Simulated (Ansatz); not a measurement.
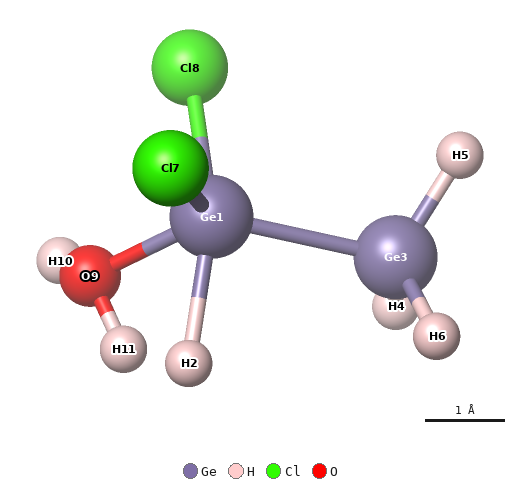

Figure 1. The input geometry (ball-and-stick view, seen at a tilt; atoms are numbered from 1 in the order of the input). Sticks mark near contacts.

# Ge2H6Cl2O: frequency calculation

System: Ge2H6Cl2O.
Method: RHF/def2-SVP (Ansatz 0.2.0).

It belongs to a series of runs on one base structure; here: vibrations at the highest image of the band. Figures and captions count atoms from 1; the log counts them from 0 in places.

## Input file
```yaml
crystal:
  periodic: [false, false, false]
  atoms:
    - { symbol: Ge, position_ang: [-0.326348, 0.277216, -0.319386] }
    - { symbol: H, position_ang: [0.054342, 0.75369, 1.502314] }
    - { symbol: Ge, position_ang: [2.056697, -0.160794, -0.661899] }
    - { symbol: H, position_ang: [2.34236, -1.525648, -0.025581] }
    - { symbol: H, position_ang: [2.353204, -0.193879, -2.160587] }
    - { symbol: H, position_ang: [2.857194, 0.933313, 0.044797] }
    - { symbol: Cl, position_ang: [-1.116218, 2.22284, -0.785454] }
    - { symbol: Cl, position_ang: [-1.210018, -0.98718, -1.93626] }
    - { symbol: O, position_ang: [-1.45686, -0.548586, 0.967119] }
    - { symbol: H, position_ang: [-1.845783, -1.417851, 0.95624] }
    - { symbol: H, position_ang: [-0.750967, 0.017177, 1.661597] }
basis:
  gaussian: { orbitals: def2-SVP }
hamiltonian:
  xc: hf
phonons: {}
```

Hardware: 4 threads of Arm Neoverse V1, 24 GiB of memory available, shared host.

Run as:
```bash
ansatz run input.yaml --threads 4 --pin off --max-ram 5120MiB --backend cpu --events-out ev --progress --plain --runs-dir out
```

## What the program printed
```
Engine: ansatz 0.2.0, aarch64-unknown-linux-gnu
Functional definition: HF
  exchange = exact_x
  correlation = 0
1488 factors; integrals over basis functions are off by at most 3.8e-4 eV
mean field evaluation 1: about -140059.8086 eV, gradient 3.3e1 eV
mean field evaluation 2: about -140059.8545 eV, gradient 3.3e1 eV
mean field evaluation 4: about -140062.6188 eV, gradient 3.1e0 eV
mean field evaluation 8: about -140062.6614 eV, gradient 2.7e-4 eV
mean field -140062.66144948 eV, -5147.2078703866 hartree, gradient 1.1e-5 eV, S^2 0.000000; 0 other end points of the search recorded, 0 dependent functions left out
the calculation of the forces begins
reference -140062.66144948 eV, -5147.2078703866 hartree; 56, 56 occupied and 88, 88 virtual orbitals, 1488 factors
these checks for a lower state are left out or cut short: stability, starts, cluster_reference, orbital_swaps, neighbouring_geometries, increment
1488 factors; integrals over basis functions are off by at most 3.8e-4 eV
mean field evaluation 16: about -140062.6614 eV, gradient 2.7e-6 eV
mean field -140062.66144772 eV, -5147.2078703219 hartree, gradient 3.9e-6 eV, S^2 0.000000; 0 other end points of the search recorded, 0 dependent functions left out
[... from here on the field's lines of each further geometry are left out, up to the last ...]
the calculation of the forces begins
reference -140062.66129175 eV, -5147.2078645901 hartree; 56, 56 occupied and 88, 88 virtual orbitals, 1488 factors
these checks for a lower state are left out or cut short: stability, starts, cluster_reference, orbital_swaps, neighbouring_geometries, increment
1488 factors; integrals over basis functions are off by at most 3.8e-4 eV
mean field -140062.66152150 eV, -5147.2078730332 hartree, gradient 2.3e-6 eV, S^2 0.000000; 0 other end points of the search recorded, 0 dependent functions left out
the calculation of the forces begins
reference -140062.66152150 eV, -5147.2078730332 hartree; 56, 56 occupied and 88, 88 virtual orbitals, 1488 factors
WARN: phonons: modes at or below zero, which the zero-point energy, F, S and C_V leave out: 1, the lowest at -1888.72 cm⁻¹. A minimum has none, and a first-order saddle one
Total energy: -140062.66144948 eV, -5147.2078703866 hartree
Atom 0 at    -0.326348     0.277216    -0.319386 Å, force     0.029241     0.032320    -0.010090 eV/Å
Atom 1 at     0.054342     0.753690     1.502314 Å, force     0.001224     0.001286    -0.010640 eV/Å
Atom 2 at     2.056697    -0.160794    -0.661899 Å, force     0.000176    -0.003472    -0.000707 eV/Å
Atom 3 at     2.342360    -1.525648    -0.025581 Å, force    -0.000885     0.002185    -0.001159 eV/Å
Atom 4 at     2.353204    -0.193879    -2.160587 Å, force     0.001070    -0.000073     0.001220 eV/Å
Atom 5 at     2.857194     0.933313     0.044797 Å, force    -0.001363    -0.000887     0.000466 eV/Å
Atom 6 at    -1.116218     2.222840    -0.785454 Å, force     0.000179     0.000702    -0.001569 eV/Å
Atom 7 at    -1.210018    -0.987180    -1.936260 Å, force    -0.001206    -0.003967    -0.004547 eV/Å
Atom 8 at    -1.456860    -0.548586     0.967119 Å, force     0.010712     0.001959     0.071588 eV/Å
Atom 9 at    -1.845783    -1.417851     0.956240 Å, force    -0.000120     0.004056     0.001413 eV/Å
Atom 10 at    -0.750967     0.017177     1.661597 Å, force    -0.039028    -0.034109    -0.045975 eV/Å
Dipole moment:     0.294758    -0.485643     0.462016 e Å
Vibrations: -1888.72 70.66 76.16 110.27 139.72 168.54 228.99 274.00 294.94 368.93 450.83 465.70 524.77 549.30 584.70 824.52 890.60 948.49 950.71 966.18 1343.62 1708.23 2108.87 2249.00 2270.52 2275.51 4086.53 cm⁻¹, zero-point energy 1.545481 eV
```

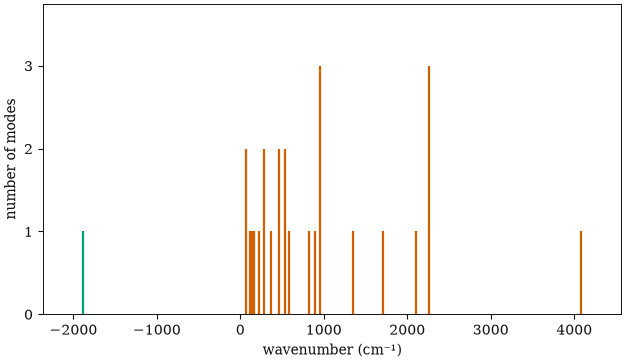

Figure 2. Harmonic vibrational wavenumbers from the force constants; neighbouring modes closer than 27 cm⁻¹ are counted in one stick, and imaginary ones are drawn at negative wavenumbers. 27 modes from 1889i to 4087 cm⁻¹, 1 imaginary beyond 8i (1889i cm⁻¹): a first-order saddle point, if the geometry is stationary.

## Key numbers

```csv
quantity,value
outcome,converged
total energy,−140062.6614 eV
mean-field energy,−140062.6614 eV
largest force (length of the vector),0.072 eV/Å
wall time,1.9 min (CPU time 6.7 min)
peak memory,0.44 GiB
```
